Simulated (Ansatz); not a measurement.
Base system: GaN in the wurtzite structure (space group P6_3mc, No. 186; a = 3.183 Å, c = 5.185 Å).

Modification: a fraction x = 0.75 of the Ga sites is given to Al, ordered in a cell of 8 atoms (starting symmetry P3m1) and fully relaxed.

Computed with PBEsol (Ansatz, an electronic-structure program), no SOC.

The zone is the changed cell's own and can be folded.

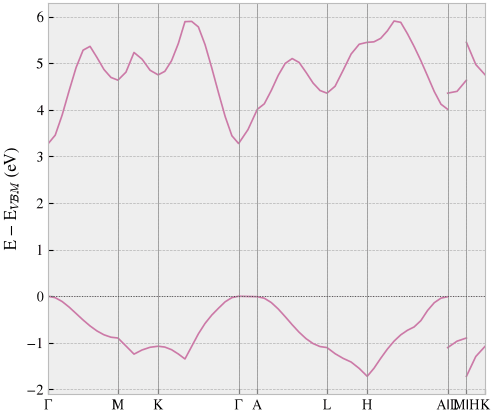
*Highest valence and lowest conduction band along the path of the changed cell's own zone*

Read the changed gap and its character from the plot.

About 3.3 eV, direct at Γ.

These are small ordered cells, not random alloys; other orderings at the same x differ. Whether these cells are dynamically stable was not tested. k-point labels follow each cell's own Brillouin zone.
